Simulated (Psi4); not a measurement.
Property calculation of BBr3

System: BBr3, SMILES BrB(Br)Br.
Method: PBE0/def2-TZVPP, RKS, dispersion D4 (Psi4 1.11).

The geometry was optimised with PBE0/def2-TZVP.

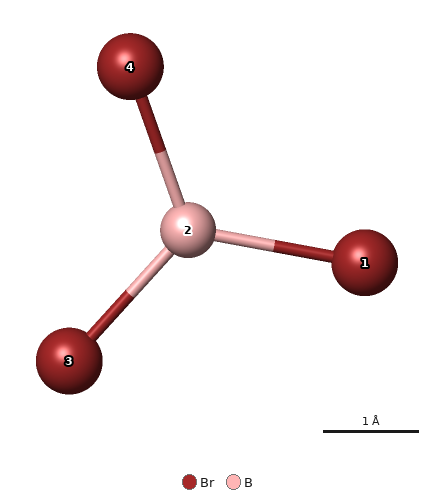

Figure 1. The structure (ball-and-stick view, seen at a tilt; atoms are numbered from 1 in the order of the input).

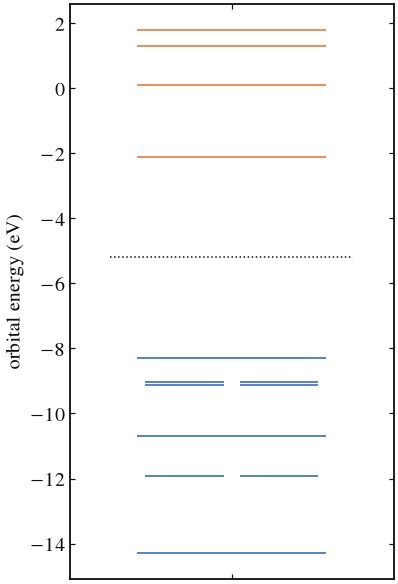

Figure 2. Orbital energies near the frontier; the dotted line parts filled from empty levels, and levels within 0.02 eV of each other stand side by side. Highest filled −8.31 eV, lowest empty −2.10 eV, 6.21 eV apart.

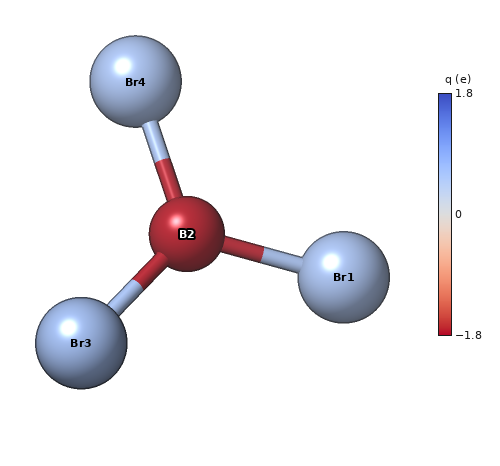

Figure 3. Löwdin charges, as the colour of each atom (ball-and-stick view, seen at an oblique angle; atoms are numbered from 1 in the order of the input). By element: Br +0.57 and B −1.71 e.

The input that produced these results follows, with the program's output.

## Input (run.py)
```python
import psi4

psi4.set_memory('3300 MB')
psi4.set_num_threads(2)
psi4.set_output_file('psi4.out', False)

with open('bbr3.xyz') as f:
    atoms = ''.join(f.readlines()[2:])
molecule = psi4.geometry('0 1\n' + atoms + 'symmetry c1')

options = {'basis': 'def2-TZVPP', 'scf_type': 'df', 'dft_radial_points': 99, 'dft_spherical_points': 590}
psi4.set_options(options)

e_tot, wfn = psi4.energy('PBE0-D4', return_wfn=True)
psi4.oeprop(wfn, 'DIPOLE', 'MULLIKEN_CHARGES', 'LOWDIN_CHARGES', 'WIBERG_LOWDIN_INDICES', title='PBE0-D4')
print(f'PBE0-D4 energy: {e_tot:.10f} Eh')
```

## File bbr3.xyz
```
4
BBr3
Br    -1.510970    -0.969240     0.554330
B      0.026440    -0.013480    -0.010870
Br     1.731680    -0.462350     0.686800
Br    -0.141440     1.391300    -1.273410
```

Launch command:
```bash
python run.py
```

## The program's output
```
Psi4 1.11 release

   => Loading Basis Set <=

    Name: DEF2-TZVPP
    Role: ORBITAL
    Keyword: BASIS

   => PBE0-D4(BJ,EEQ)ATM: Empirical Dispersion <=

        a1 =       0.400856
        a2 =       5.029288
       alp =      16.000000
        s6 =       1.000000
        s8 =       1.200655
        s9 =       1.000000
        ga =       3.000000
        gc =       2.000000
        wf =       6.000000

         ---------------------------------------------------------
                                   SCF
                              RKS Reference
                        2 Threads,   3147 MiB Core
         ---------------------------------------------------------

  ==> Geometry <==

    Molecular point group: c1
    Full point group: C1

    Geometry (in Angstrom), charge = 0, multiplicity = 1:

       Center              X                  Y                   Z               Mass
    ------------   -----------------  -----------------  -----------------  -----------------
         BR          -1.537394073910    -0.955807778271     0.565094887805    78.918337600000
         B            0.000015926090    -0.000047778271    -0.000105112195    11.009305360000
         BR           1.705255926090    -0.448917778271     0.697564887805    78.918337600000
         BR          -0.167864073910     1.404732221729    -1.262645112195    78.918337600000

  Running in c1 symmetry.

  Rotational constants: A =      0.03961  B =      0.03960  C =      0.01980 [cm^-1]
  Rotational constants: A =   1187.33103  B =   1187.04340  C =    593.59360 [MHz]
  Nuclear repulsion =  738.587002176523242

  Charge       = 0
  Multiplicity = 1
  Electrons    = 110
  Nalpha       = 55
  Nbeta        = 55

  ==> Algorithm <==

  SCF Algorithm Type is DF.
  DIIS enabled.
  MOM disabled.
  Fractional occupation disabled.
  Guess Type is SAD.
  Energy threshold   = 1.00e-06
  Density threshold  = 1.00e-06
  Integral threshold = 1.00e-12

  ==> Primary Basis <==

  Basis Set: DEF2-TZVPP
    Blend: DEF2-TZVPP
    Number of shells: 59
    Number of basis functions: 175
    Number of Cartesian functions: 201
    Spherical Harmonics?: true
    Max angular momentum: 3

  ==> DFT Potential <==

   => LibXC <=

    Version 7.1.2

   => Composite Functional: PBE0-D4BJEEQATM <=

    PBE0-d4bjeeqatm Hyb-GGA Exchange-Correlation Functional

    Deriv               =              1
    GGA                 =           TRUE
    Meta                =          FALSE

    Exchange Hybrid     =           TRUE
    MP2 Hybrid          =          FALSE

   => Exchange Functionals <=

    0.7500   Perdew, Burke & Ernzerhof

   => Exact (HF) Exchange <=

    0.2500               HF

   => Correlation Functionals <=

    1.0000   Perdew, Burke & Ernzerhof

   => LibXC Density Thresholds  <==

    XC_HYB_GGA_XC_PBEH:  1.00E-15

   => Molecular Quadrature <=

    Radial Scheme          =       TREUTLER
    Pruning Scheme         =           NONE
    Nuclear Scheme         =       TREUTLER

    Blocking Scheme        =         OCTREE
    BS radius alpha        =              1
    Pruning alpha          =              1
    Radial Points          =             99
    Spherical Points       =            590
    Total Points           =         217529
    Total Blocks           =           1706
    Max Points             =            256
    Max Functions          =            154
    Weights Tolerance      =       1.00E-15

   => Loading Basis Set <=

    Name: (DEF2-TZVPP AUX)
    Role: JKFIT
    Keyword: DF_BASIS_SCF

  ==> Integral Setup <==

  DFHelper Memory: AOs need 0.202 GiB; user supplied 1.550 GiB.
  SCF_SUBTYPE=INCORE selected. In-core MEM_DF algorithm will be used.
  Using in-core AOs.

  ==> MemDFJK: Density-Fitted J/K Matrices <==

    J tasked:                   Yes
    K tasked:                   Yes
    wK tasked:                   No
    Memory [MiB]:              1587
    Algorithm:                 Core
    Schwarz Cutoff:           1E-12
    Mask sparsity (%):       5.5967
    Fitting Condition:        1E-10

   => Auxiliary Basis Set <=

  Basis Set: (DEF2-TZVPP AUX)
    Blend: DEF2-UNIVERSAL-JKFIT
    Number of shells: 205
    Number of basis functions: 873
    Number of Cartesian functions: 1202
    Spherical Harmonics?: true
    Max angular momentum: 5

  Cached 100.0% of DFT collocation blocks in 0.755 [GiB].

  Minimum eigenvalue in the overlap matrix is 1.0334521562E-03.
  Reciprocal condition number of the overlap matrix is 1.9070061886E-04.
    Using symmetric orthogonalization.

  ==> Pre-Iterations <==

  SCF Guess: Superposition of Atomic Densities via on-the-fly atomic UHF (no occupation information).

   -------------------------
    Irrep   Nso     Nmo
   -------------------------
     A        175     175
   -------------------------
    Total     175     175
   -------------------------

  ==> Iterations <==

                           Total Energy        Delta E     RMS |[F,P]|

   @DF-RKS iter SAD: -7742.17261325146319   -7.74217e+03   0.00000e+00
   @DF-RKS iter   1: -7745.61585121334156   -3.44324e+00   1.46478e-02 DIIS/ADIIS
   @DF-RKS iter   2: -7745.79009304597548   -1.74242e-01   1.33304e-02 DIIS/ADIIS
   @DF-RKS iter   3: -7746.50186459371344   -7.11772e-01   6.39130e-04 DIIS/ADIIS
   @DF-RKS iter   4: -7746.50278172740036   -9.17134e-04   5.89442e-04 DIIS/ADIIS
   @DF-RKS iter   5: -7746.50878119557638   -5.99947e-03   3.16150e-05 DIIS
   @DF-RKS iter   6: -7746.50879618305771   -1.49875e-05   2.09675e-06 DIIS
   @DF-RKS iter   7: -7746.50879624616846   -6.31107e-08   2.75934e-07 DIIS
  Energy and wave function converged.

  ==> Post-Iterations <==

   Electrons on quadrature grid:
      Ntotal   =  109.9999994019 ; deviation = -5.981e-07

    Orbital Energies [Eh]
    ---------------------

    Doubly Occupied:

       1A   -483.282106     2A   -483.282098     3A   -483.282090
       4A    -62.682376     5A    -62.682366     6A    -62.682358
       7A    -56.455064     8A    -56.455050     9A    -56.455042
      10A    -56.453346    11A    -56.453336    12A    -56.453328
      13A    -56.452568    14A    -56.452558    15A    -56.452547
      16A     -8.801687    17A     -8.801675    18A     -8.801664
      19A     -6.929821    20A     -6.609882    21A     -6.609871
      22A     -6.609862    23A     -6.604164    24A     -6.604152
      25A     -6.604142    26A     -6.601764    27A     -6.601752
      28A     -6.601743    29A     -2.696439    30A     -2.696425
      31A     -2.696415    32A     -2.694907    33A     -2.694895
      34A     -2.694885    35A     -2.693007    36A     -2.692995
      37A     -2.692982    38A     -2.688262    39A     -2.688251
      40A     -2.688240    41A     -2.688109    42A     -2.688096
      43A     -2.688086    44A     -0.860885    45A     -0.814547
      46A     -0.814529    47A     -0.525636    48A     -0.437879
      49A     -0.437876    50A     -0.392528    51A     -0.335657
      52A     -0.335645    53A     -0.331369    54A     -0.331359
      55A     -0.305218

    Virtual:

      56A     -0.077120    57A      0.004312    58A      0.048363
      59A      0.065627    60A      0.065648    61A      0.121872
      62A      0.121877    63A      0.138364    64A      0.197196
      65A      0.205085    66A      0.205099    67A      0.226114
      68A      0.226135    69A      0.245263    70A      0.245269
      71A      0.261672    72A      0.261674    73A      0.269730
      74A      0.278844    75A      0.314060    76A      0.315074
      77A      0.315087    78A      0.337629    79A      0.370914
      80A      0.370932    81A      0.496409    82A      0.496436
      83A      0.500661    84A      0.526923    85A      0.527805
      86A      0.548667    87A      0.548677    88A      0.595840
      89A      0.695009    90A      0.695016    91A      0.756200
      92A      0.818420    93A      0.818428    94A      0.931610
      95A      0.932729    96A      0.932741    97A      1.007873
      98A      1.128734    99A      1.128827   100A      1.212970
     101A      1.213000   102A      1.257635   103A      1.305304
     104A      1.306182   105A      1.308495   106A      1.308523
     107A      1.318791   108A      1.318810   109A      1.356179
     110A      1.356219   111A      1.366813   112A      1.375067
     113A      1.380570   114A      1.380579   115A      1.481195
     116A      1.481223   117A      1.489257   118A      1.500832
     119A      1.500856   120A      1.510546   121A      1.520856
     122A      1.520863   123A      1.524233   124A      1.560678
     125A      1.560713   126A      1.594324   127A      1.600689
     128A      1.600698   129A      1.626168   130A      1.653077
     131A      1.666133   132A      1.666151   133A      1.668363
     134A      1.715955   135A      1.780173   136A      1.780242
     137A      1.786128   138A      1.851385   139A      1.851434
     140A      1.934925   141A      1.934947   142A      2.022557
     143A      2.035980   144A      2.036006   145A      2.173132
     146A      2.173155   147A      2.299067   148A      2.299072
     149A      2.397221   150A      2.413422   151A      2.413546
     152A      2.563320   153A      2.750502   154A      2.812383
     155A      2.812460   156A      2.822095   157A      3.982303
     158A      3.982316   159A      3.992630   160A      4.025868
     161A      4.028240   162A      4.028257   163A      4.105052
     164A      4.125685   165A      4.125712   166A      4.129897
     167A      4.129971   168A      4.255196   169A      4.319632
     170A      4.319708   171A      4.341708   172A      7.520890
     173A      7.561773   174A      7.561923   175A     13.914560

    Final Occupation by Irrep:
              A
    DOCC [    55 ]
    NA   [    55 ]
    NB   [    55 ]

  @DF-RKS Final Energy: -7746.50879624616846

   => Energetics <=

    Nuclear Repulsion Energy =            738.5870021765232423
    One-Electron Energy =              -12254.1073467419500957
    Two-Electron Energy =                3978.0242926457322028
    DFT Exchange-Correlation Energy =    -209.0074038258664473
    Empirical Dispersion Energy =          -0.0053405006081933
    VV10 Nonlocal Energy =                  0.0000000000000000
    Total Energy =                      -7746.5087962461684583

Computation Completed

Properties will be evaluated at   0.000000,   0.000000,   0.000000 [a0]

Properties computed using the SCF density matrix

 Multipole Moments:

 ------------------------------------------------------------------------------------
     Multipole            Electronic (a.u.)      Nuclear  (a.u.)        Total (a.u.)
 ------------------------------------------------------------------------------------

 L = 1.  Multiply by 2.5417464519 to convert [e a0] to [Debye]
 Dipole X            :          0.0001556            0.0000035            0.0001592
 Dipole Y            :          0.0002894           -0.0000106            0.0002788
 Dipole Z            :         -0.0002168           -0.0000233           -0.0002402
 Magnitude           :                                                    0.0004009

 ------------------------------------------------------------------------------------

	total time  =         17 seconds =       0.28 minutes

Properties will be evaluated at   0.000000,   0.000000,   0.000000 [a0]

Properties computed using the PBE0-D4 density matrix

 Multipole Moments:

 ------------------------------------------------------------------------------------
     Multipole            Electronic (a.u.)      Nuclear  (a.u.)        Total (a.u.)
 ------------------------------------------------------------------------------------

 L = 1.  Multiply by 2.5417464519 to convert [e a0] to [Debye]
 Dipole X            :          0.0001556            0.0000035            0.0001592
 Dipole Y            :          0.0002894           -0.0000106            0.0002788
 Dipole Z            :         -0.0002168           -0.0000233           -0.0002402
 Magnitude           :                                                    0.0004009

 ------------------------------------------------------------------------------------
  Mulliken Charges: (a.u.)
   Center  Symbol    Alpha    Beta     Spin     Total
       1    BR    17.50754 17.50754  0.00000 -0.01509
       2     B     2.47746  2.47746  0.00000  0.04508
       3    BR    17.50752 17.50752  0.00000 -0.01503
       4    BR    17.50748 17.50748  0.00000 -0.01496

   Total alpha = 55.00000, Total beta = 55.00000, Total charge = -0.00000

  Lowdin Charges: (a.u.)
   Center  Symbol    Alpha    Beta     Spin     Total
       1    BR    17.21582 17.21582  0.00000  0.56837
       2     B     3.35280  3.35280  0.00000 -1.70560
       3    BR    17.21573 17.21573  0.00000  0.56853
       4    BR    17.21565 17.21565  0.00000  0.56870

  Total alpha = 55.00000, Total beta = 55.00000, Total charge = -0.00000

  Wiberg Bond Indices using Orthogonal Lowdin Orbitals:

  Irrep: 1 Size: 4 x 4

                 1                   2                   3                   4

    1     0.00000000000000     2.15256363756583     0.15084158133758     0.15087557110509
    2     2.15256363756583     0.00000000000000     2.15282064856409     2.15308098176768
    3     0.15084158133758     2.15282064856409     0.00000000000000     0.15092632574966
    4     0.15087557110509     2.15308098176768     0.15092632574966     0.00000000000000

  Atomic Valences:

 #  #
 Irrep: 1
      1:    2.454280790008500
      2:    6.458465267897600
      3:    2.454588555651339
      4:    2.454882878622435
```

## Standard output
```
PBE0-D4 energy: -7746.5087962462 Eh
```

## Results in brief

| quantity | value |
| --- | --- |
| outcome | converged |
| total energy | −7746.508796 hartree |
| dispersion energy | −0.005341 hartree |
| basis functions | 175 |
| HOMO | −8.31 eV |
| LUMO | −2.10 eV |
| dipole moment | 0.00 D |
| hardware | 2 threads of AMD EPYC (Zen 3), 176 GiB of memory available, shared host |
| wall time | 20 s (CPU time 48 s) |
| peak memory | 1.2 GiB |
